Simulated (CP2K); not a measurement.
# B2H3SF (SMILES BSBF): PBEsol/DZVP-MOLOPT-SCAN-GTH (core potential, ngrids 4)

Aim: the energy change on altering one bond length of B2H3SF at PBEsol/DZVP-MOLOPT-SCAN-GTH (core potential, ngrids 4), from 2 runs. 

The calculation is run with CP2K 2026.2.

2 further runs of the same task are left out: 2 set aside as unsound or not needed.

## 1. The molecule

B2H3SF has 7 atoms, charge 0, and is taken as a singlet. SMILES: `BSBF`. Geometry: relaxed at GFN2-xTB. This is one conformer, not always the lowest.

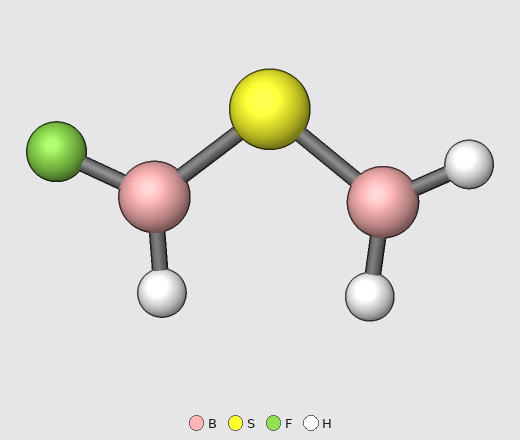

The structure, seen from a chosen angle (boron pink, sulfur yellow, fluorine green, hydrogen white).

## 2. A single-point energy at PBEsol/DZVP-MOLOPT-SCAN-GTH (core potential, ngrids 4)

Contents of molecule.xyz:

```xyz
7

B     -0.527780     1.330000    -0.099900
S     -0.651230    -0.112860     0.918630
B      0.473060    -1.284810     0.145320
F      0.605980    -2.475990     0.675680
H      0.182190     1.337130    -1.024890
H     -1.179470     2.247580     0.199620
H      1.097240    -1.041050    -0.814460
```

Contents of calc.inp:

```
&GLOBAL
  PROJECT calc
  RUN_TYPE ENERGY
  PRINT_LEVEL MEDIUM
&END GLOBAL
&FORCE_EVAL
  METHOD Quickstep
  &DFT
    BASIS_SET_FILE_NAME BASIS_MOLOPT_UZH
    POTENTIAL_FILE_NAME POTENTIAL_UZH
    &QS
      METHOD GAPW
      EPS_DEFAULT 1.0E-10
    &END QS
    &MGRID
      CUTOFF 250
      REL_CUTOFF 40
      NGRIDS 4
    &END MGRID
    &POISSON
      PERIODIC NONE
      POISSON_SOLVER MULTIPOLE
    &END POISSON
    &SCF
      SCF_GUESS ATOMIC
      EPS_SCF 1.0E-06
      MAX_SCF 150
      ADDED_MOS 10
      &DIAGONALIZATION
        ALGORITHM STANDARD
      &END DIAGONALIZATION
      &MIXING
        METHOD BROYDEN_MIXING
        ALPHA 0.3
        NBUFFER 8
      &END MIXING
    &END SCF
    &XC
      &XC_FUNCTIONAL
        &PBE
          PARAMETRIZATION PBESOL
        &END PBE
      &END XC_FUNCTIONAL
    &END XC
    &PRINT
      &MOMENTS
        PERIODIC F
        REFERENCE COM
        MAX_MOMENT 1
      &END MOMENTS
      &MO ON
        ENERGIES T
        OCCUPATION_NUMBERS T
        NDIGITS 6
        &EACH
          QS_SCF 0
        &END EACH
        ADD_LAST NUMERIC
      &END MO
      &HIRSHFELD OFF
      &END HIRSHFELD
    &END PRINT
  &END DFT
  &SUBSYS
    &CELL
      ABC 9.3 11.7 8.9
      PERIODIC NONE
    &END CELL
    &TOPOLOGY
      COORD_FILE_NAME molecule.xyz
      COORD_FILE_FORMAT XYZ
      &CENTER_COORDINATES
      &END CENTER_COORDINATES
    &END TOPOLOGY
    &KIND B
      BASIS_SET DZVP-MOLOPT-SCAN-GTH-q3
      POTENTIAL GTH-PBE-q3
    &END KIND
    &KIND S
      BASIS_SET DZVP-MOLOPT-SCAN-GTH-q6
      POTENTIAL GTH-PBE-q6
    &END KIND
    &KIND F
      BASIS_SET DZVP-MOLOPT-SCAN-GTH-q7
      POTENTIAL GTH-PBE-q7
    &END KIND
    &KIND H
      BASIS_SET DZVP-MOLOPT-SCAN-GTH-q1
      POTENTIAL GTH-PBE-q1
    &END KIND
  &END SUBSYS
&END FORCE_EVAL
```

Launch:

```bash
$ OMP_NUM_THREADS=1 cp2k.psmp -i calc.inp > calc.out 2>&1
```

What it wrote:

```text
CP2K| version string:                                       CP2K version 2026.2
[...]
 GLOBAL| Method name                                                        CP2K
[...]
 GLOBAL| Run type                                                         ENERGY
[...]
 DFT| Spin restricted Kohn-Sham (RKS) calculation                            RKS
 DFT| Multiplicity                                                             1
[...]
 DFT| Charge                                                                   0
[...]
 FUNCTIONAL| PBE:
 QS| Method:                                                                GAPW
[...]
 QS| Density cutoff [a.u.]:                                                125.0
[...]
 QS| Relative density cutoff [a.u.]:                                        20.0
[...]
                             - Atoms:                                          7
[...]
                             - Spherical basis functions:                     67
[...]
 Number of electrons:                                                         22
[...]
     1 NoMix/Diag. 0.30E+00    0.6     0.95337801       -41.3863000795 -4.14E+01
[...]
    68 Broy./Diag. 0.30E+00    0.8     0.00000094       -41.7682318745 -8.43E-06
  *** SCF run converged in    68 steps ***
[...]
  Overlap energy of the core charge distribution:               0.00000993076698
  Self energy of the core charge distribution:               -104.85392916313977
  Core Hamiltonian energy:                                     28.88826823002148
  Hartree energy:                                              37.20987686234714
  Exchange-correlation energy:                                 -8.87791453092206
[...]
                     Mulliken Population Analysis
 #  Atom  Element  Kind  Atomic population                           Net charge
       1     B        1          2.965762                              0.034238
       2     S        2          6.061762                             -0.061762
       3     B        1          2.732585                              0.267415
       4     F        3          7.209094                             -0.209094
       5     H        4          1.005691                             -0.005691
       6     H        4          1.008948                             -0.008948
       7     H        4          1.016158                             -0.016158
 # Total charge                             22.000000                 -0.000000
[...]
  Dipole moment [Debye]
    X=  0.1548227E+00 Y=  0.5025044E+00 Z= -0.4978281E+00  Total=      0.7240950
 ENERGY| Total FORCE_EVAL ( QS ) energy [hartree]            -41.768231874498923
[...]
```

It took 53 s on 1 thread of Intel Xeon 6975P-C (Granite Rapids), shared host; peak memory 0.87 GiB.

## 3. The distorted shape, same level

Contents of molecule.xyz:

```xyz
7

B     -0.902295     1.183741     0.475979
S     -1.025745    -0.259119     1.494509
B      0.098545    -1.431069     0.721199
F      0.231465    -2.622249     1.251559
H     -0.192325     1.190871    -0.449011
H     -1.553985     2.101321     0.775499
H      1.097240    -1.041050    -0.814460
```

Contents of qs.inp:

```
&GLOBAL
    PROJECT qs
    RUN_TYPE ENERGY
    PRINT_LEVEL MEDIUM
&END GLOBAL

&FORCE_EVAL
    METHOD QS
    &DFT
        BASIS_SET_FILE_NAME BASIS_MOLOPT_UZH
        POTENTIAL_FILE_NAME POTENTIAL_UZH
        CHARGE 0
        MULTIPLICITY 1
        &QS
            METHOD GAPW
            EPS_DEFAULT 1.0E-10
        &END QS
        &MGRID
            CUTOFF 250
            REL_CUTOFF 40
            NGRIDS 4
        &END MGRID
        &POISSON
            PERIODIC NONE
            POISSON_SOLVER MULTIPOLE
        &END POISSON
        &SCF
            SCF_GUESS ATOMIC
            EPS_SCF 1.0E-06
            MAX_SCF 150
            ADDED_MOS 10
            &DIAGONALIZATION
                ALGORITHM STANDARD
            &END DIAGONALIZATION
            &MIXING
                METHOD BROYDEN_MIXING
                ALPHA 0.3
                NBUFFER 8
            &END MIXING
        &END SCF
        &XC
            &XC_FUNCTIONAL
                &PBE
                    PARAMETRIZATION PBESOL
                &END PBE
            &END XC_FUNCTIONAL
        &END XC
        &PRINT
            &MOMENTS
                PERIODIC F
                REFERENCE COM
                MAX_MOMENT 1
            &END MOMENTS
            &MO ON
                ENERGIES T
                OCCUPATION_NUMBERS T
                NDIGITS 6
                &EACH
                    QS_SCF 0
                &END EACH
                ADD_LAST NUMERIC
            &END MO
            &HIRSHFELD OFF
            &END HIRSHFELD
        &END PRINT
    &END DFT
    &SUBSYS
        &CELL
            ABC [angstrom] 9.7 11.7 9.3
            PERIODIC NONE
        &END CELL
        &TOPOLOGY
            COORD_FILE_NAME molecule.xyz
            COORD_FILE_FORMAT XYZ
            &CENTER_COORDINATES
            &END CENTER_COORDINATES
        &END TOPOLOGY
        &KIND B
            BASIS_SET DZVP-MOLOPT-SCAN-GTH-q3
            POTENTIAL GTH-PBE-q3
        &END KIND
        &KIND S
            BASIS_SET DZVP-MOLOPT-SCAN-GTH-q6
            POTENTIAL GTH-PBE-q6
        &END KIND
        &KIND F
            BASIS_SET DZVP-MOLOPT-SCAN-GTH-q7
            POTENTIAL GTH-PBE-q7
        &END KIND
        &KIND H
            BASIS_SET DZVP-MOLOPT-SCAN-GTH-q1
            POTENTIAL GTH-PBE-q1
        &END KIND
    &END SUBSYS
&END FORCE_EVAL
```

Launch:

```bash
$ OMP_NUM_THREADS=1 cp2k.psmp qs.inp > qs.out
```

What it wrote:

```text
CP2K| version string:                                       CP2K version 2026.2
[...]
 GLOBAL| Method name                                                        CP2K
[...]
 GLOBAL| Run type                                                         ENERGY
[...]
 DFT| Spin restricted Kohn-Sham (RKS) calculation                            RKS
 DFT| Multiplicity                                                             1
[...]
 DFT| Charge                                                                   0
[...]
 FUNCTIONAL| PBE:
 QS| Method:                                                                GAPW
[...]
 QS| Density cutoff [a.u.]:                                                125.0
[...]
 QS| Relative density cutoff [a.u.]:                                        20.0
[...]
                             - Atoms:                                          7
[...]
                             - Spherical basis functions:                     67
[...]
 Number of electrons:                                                         22
[...]
     1 NoMix/Diag. 0.30E+00    0.6     0.93470295       -41.3203548767 -4.13E+01
[...]
    75 Broy./Diag. 0.30E+00    0.8     0.00000098       -41.6938078082 -8.05E-06
  *** SCF run converged in    75 steps ***
[...]
  Overlap energy of the core charge distribution:               0.00000728698289
  Self energy of the core charge distribution:               -104.85392916313977
  Core Hamiltonian energy:                                     28.58253974498774
  Hartree energy:                                              37.46783332255517
  Exchange-correlation energy:                                 -8.76093748950506
[...]
                     Mulliken Population Analysis
 #  Atom  Element  Kind  Atomic population                           Net charge
       1     B        1          2.953660                              0.046340
       2     S        2          6.034152                             -0.034152
       3     B        1          2.921689                              0.078311
       4     F        3          7.174607                             -0.174607
       5     H        4          1.001433                             -0.001433
       6     H        4          1.009063                             -0.009063
       7     H        4          0.905396                              0.094604
 # Total charge                             22.000000                 -0.000000
[...]
  Dipole moment [Debye]
    X= -0.2868406E+00 Y=  0.6015353E+00 Z=  0.1760951E-01  Total=      0.6666576
 ENERGY| Total FORCE_EVAL ( QS ) energy [hartree]            -41.693807808225557
[...]
```

Wall time 61 s (1 thread of Intel Xeon 6975P-C (Granite Rapids), shared host); peak memory 0.91 GiB.

## 4. Results

Level: PBEsol/DZVP-MOLOPT-SCAN-GTH (core potential, ngrids 4).

```
                                                         quantity         value
                                        first shape: total energy  -41.76823 Eh
                                       first shape: dipole moment        0.72 D
                                         first shape: HOMO energy      -7.35 eV
                                         first shape: LUMO energy      -2.93 eV
                                       first shape: HOMO–LUMO gap       4.42 eV
                                    distorted shape: total energy  -41.69381 Eh
                                   distorted shape: dipole moment        0.67 D
                                     distorted shape: HOMO energy      -6.66 eV
                                     distorted shape: LUMO energy      -3.04 eV
                                   distorted shape: HOMO–LUMO gap       3.62 eV
energy change with the B3–H7 bond stretched from 1.171 to 1.873 Å      2.025 eV
```

In words: With the B3–H7 bond stretched from 1.171 to 1.873 Å the energy rises by 2.03 eV (47 kcal/mol). The first shape isn't relaxed at this level, so the change isn't measured from a minimum.
